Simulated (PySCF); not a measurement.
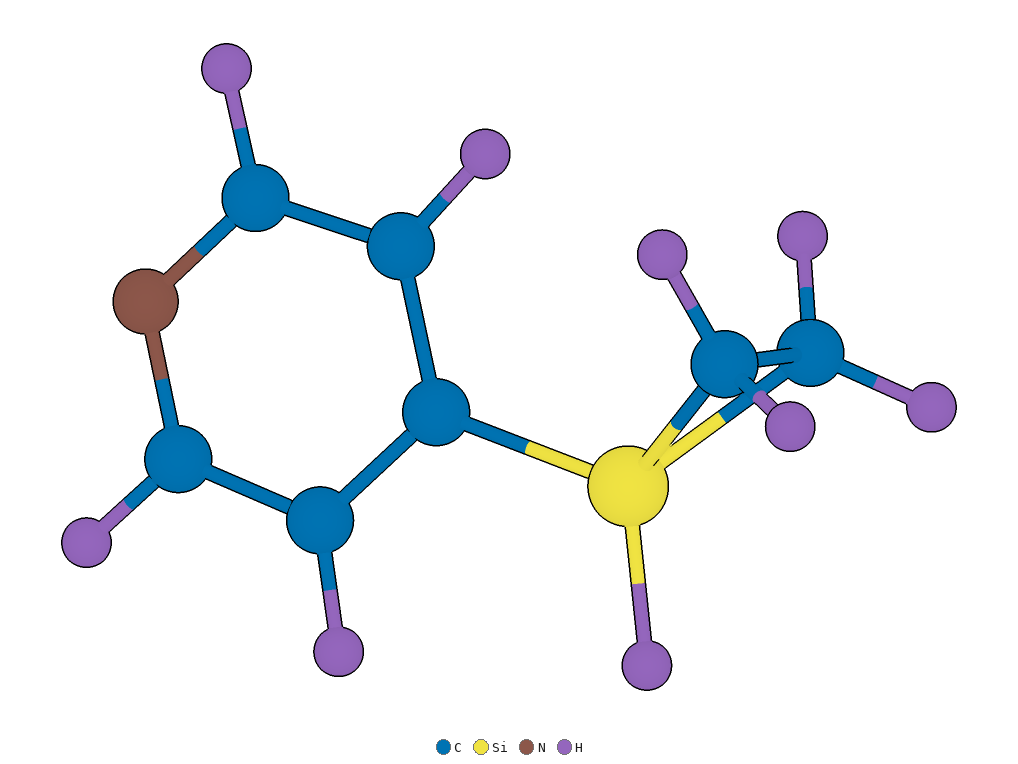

Simulated data, not a measurement (program: PySCF).

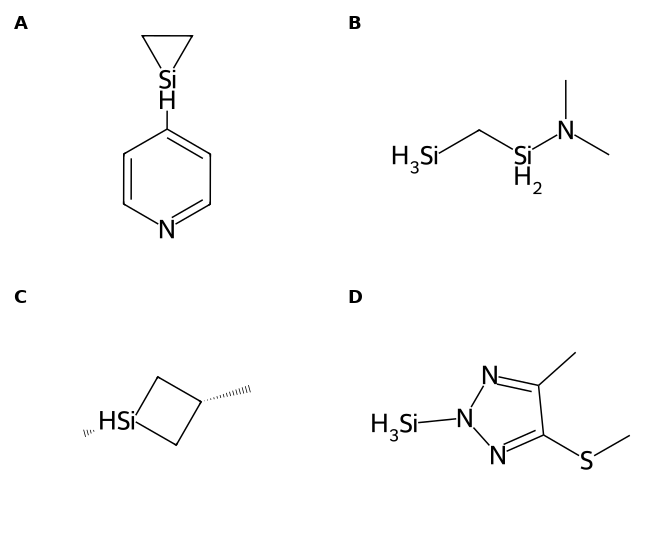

Which structural formula matches the 3D model?

A, `c1cc([SiH]2CC2)ccn1`.
